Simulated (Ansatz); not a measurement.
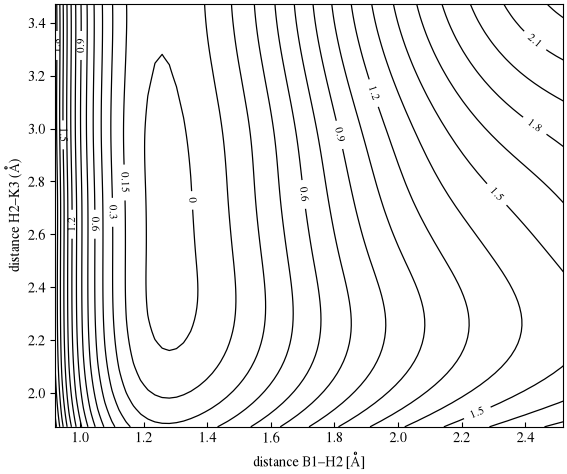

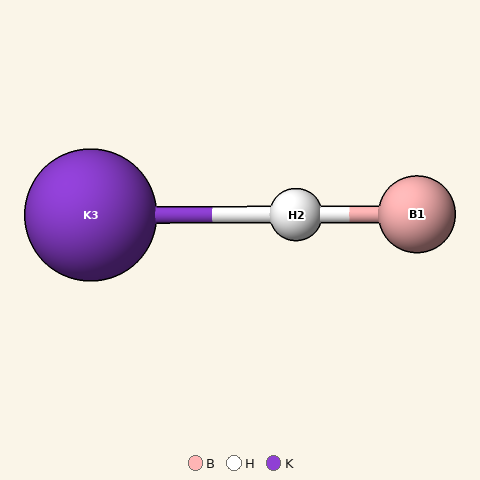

Energy landscape of the system B + HK, spin multiplicity 2. Coordinates scanned: (1) distance B1–H2; (2) distance H2–K3. Nothing is relaxed (the angle B1–H2–K3 is fixed at 180 degrees). The grid has 9 × 9 points. Energies: eV, counted from the lowest grid point. These are results of Ansatz, UKS PBE0-D4/def2-SVPD, not measurements.

Drawn: contour lines labelled in eV. Between grid points the surface is interpolated. The second picture is the structure at the lowest point.

Summarise what can be read from the map.

The lowest grid point is at distance B1–H2 = 1.367 Å, distance H2–K3 = 2.319 Å. The bottom of the well lies between grid points, at about distance B1–H2 = 1.284 Å, distance H2–K3 = 2.411 Å, about 0.051 eV lower on the interpolated surface. It is the only kind of minimum in the scanned range. The highest grid point, distance B1–H2 = 2.520 Å, distance H2–K3 = 3.472 Å, lies 2.29 eV above the lowest.

Grid values (eV):

| distance H2–K3 ↓, distance B1–H2 → | 0.920 | 1.027 | 1.184 | 1.367 | 1.570 | 1.788 | 2.021 | 2.265 | 2.520 |
| --- | --- | --- | --- | --- | --- | --- | --- | --- | --- |
| 3.472 | 1.90 | 0.71 | 0.07 | 0.11 | 0.50 | 1.04 | 1.57 | 2.01 | 2.29 |
| 3.217 | 1.90 | 0.70 | 0.05 | 0.08 | 0.44 | 0.95 | 1.44 | 1.82 | 2.06 |
| 2.973 | 1.90 | 0.70 | 0.03 | 0.04 | 0.37 | 0.84 | 1.29 | 1.62 | 1.83 |
| 2.740 | 1.94 | 0.73 | 0.04 | 0.02 | 0.34 | 0.77 | 1.17 | 1.45 | 1.66 |
| 2.522 | 1.94 | 0.73 | 0.04 | 0.00 | 0.30 | 0.70 | 1.06 | 1.33 | 1.53 |
| 2.319 | 1.93 | 0.73 | 0.05 | 0.00 | 0.28 | 0.65 | 0.98 | 1.25 | 1.45 |
| 2.136 | 1.96 | 0.78 | 0.10 | 0.06 | 0.33 | 0.68 | 1.00 | 1.27 | 1.48 |
| 1.979 | 2.05 | 0.88 | 0.23 | 0.20 | 0.47 | 0.82 | 1.15 | 1.42 | 1.63 |
| 1.872 | 2.18 | 1.03 | 0.39 | 0.38 | 0.65 | 1.01 | 1.35 | 1.63 | 1.85 |

Each point was launched as `ansatz run input.yaml --threads 1 --pin off --max-ram 2560MiB --backend cpu --events-out ev --progress --plain --runs-dir out`. The whole map (81 points run) took 22 min on 1 thread of Arm Neoverse V1, with other jobs on the host.
